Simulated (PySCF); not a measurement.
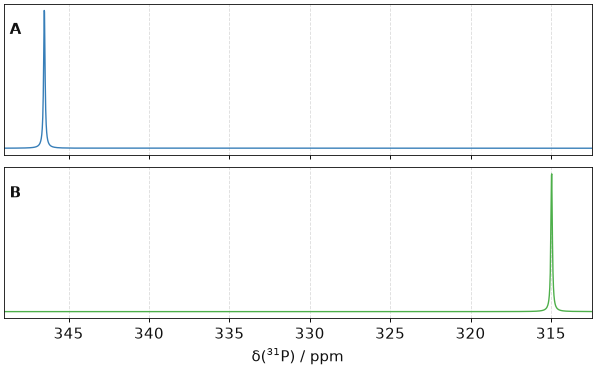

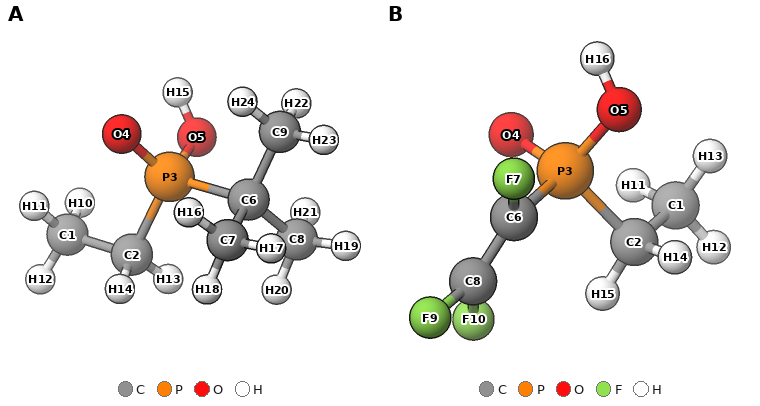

Related molecules: A is C₆H₁₅O₂P, SMILES CC[P@](=O)(O)C(C)(C)C; B is C₄H₆F₃O₂P, SMILES CC[P@](=O)(O)C(F)=C(F)F. GIAO ³¹P shifts against PH₃ (³¹P: the usual scale starts at 85 % H₃PO₄ instead), PBE0/pcSseg-1 with PySCF, at a GFN2-xTB geometry (no frequency check); fully decoupled, line heights follow the number of nuclei within a panel, widths are arbitrary (no quadrupolar broadening); values of one conformer, averaged over nuclei that symmetry or rotation about single bonds exchange, these motions taken as fast; other conformers aren't averaged in.

### How does the ³¹P shift respond?

From A (346.5 ppm) to B (315.0 ppm) the nucleus is shielded by 31.6 ppm.

Caveats, for all or some of the runs: the tight-binding geometry is rougher than a DFT one and adds to the error.
